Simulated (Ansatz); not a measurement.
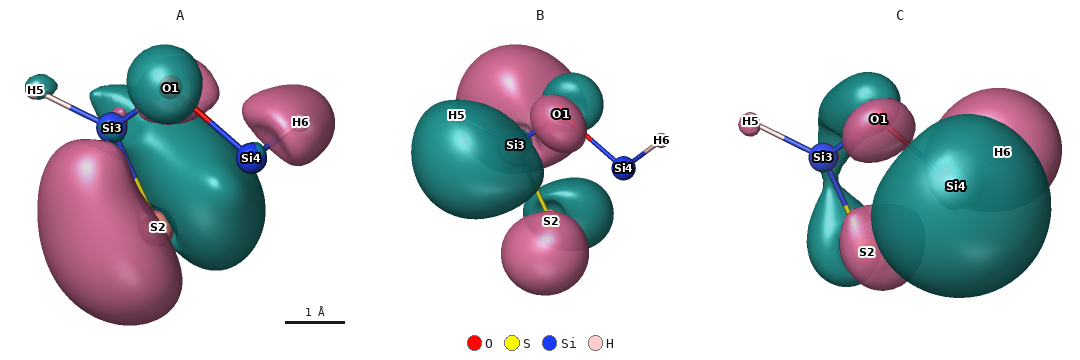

*H2OSSi2 (SMILES [SiH]O[SiH]=S). Three frontier orbitals at ±0.08 Å⁻³ᐟ² (teal and pink are the two phases), in no order.*

Geometry: BLYP-D3(BJ)/def2-SVP.

Theory: Ansatz, isolated molecule in a Gaussian basis; Kohn-Sham density functional theory, functional PBE0.

Input file:

```
crystal:
  periodic: [false, false, false]
  atoms:
    - {symbol: O, position_ang: [-1.121500, 2.111396, 0.827010]}
    - {symbol: S, position_ang: [-2.644307, -0.469156, 0.655594]}
    - {symbol: Si, position_ang: [-2.645723, 1.535624, 0.834563]}
    - {symbol: Si, position_ang: [-0.068721, 0.586791, 0.777594]}
    - {symbol: H, position_ang: [-3.738710, 2.523520, 1.061930]}
    - {symbol: H, position_ang: [-0.017624, 0.515776, -0.768630]}
basis:
  gaussian: {orbitals: def2-TZVPD}
hamiltonian: {xc: {name: PBE0}}
output: {forces: true, orbitals: {seedname: orbitals}}
```

Run with:

```sh
ansatz run input.yaml --threads 2 --pin off --max-ram 4350MiB --events-out events.jsonl --progress --plain --runs-dir runs
```

> Which picture is the HOMO−1, the HOMO and the LUMO?

A is the HOMO−1 (−8.12 eV). Its weight (Hirshfeld) is mainly on S2 (about 70 %) and Si3 (about 15 %); largely a lone pair of S2. C is the HOMO (−6.46 eV). It lies mainly on Si4 (about 70 %), H6 (about 15 %) and S2 (about 5 %). B is the LUMO (−2.33 eV). By Hirshfeld shares it lies mainly on Si3 (about 60 %), S2 (about 20 %), O1 (about 10 %) and H5 (about 5 %).

> What is the HOMO–LUMO gap?

4.13 eV between the orbital energies.
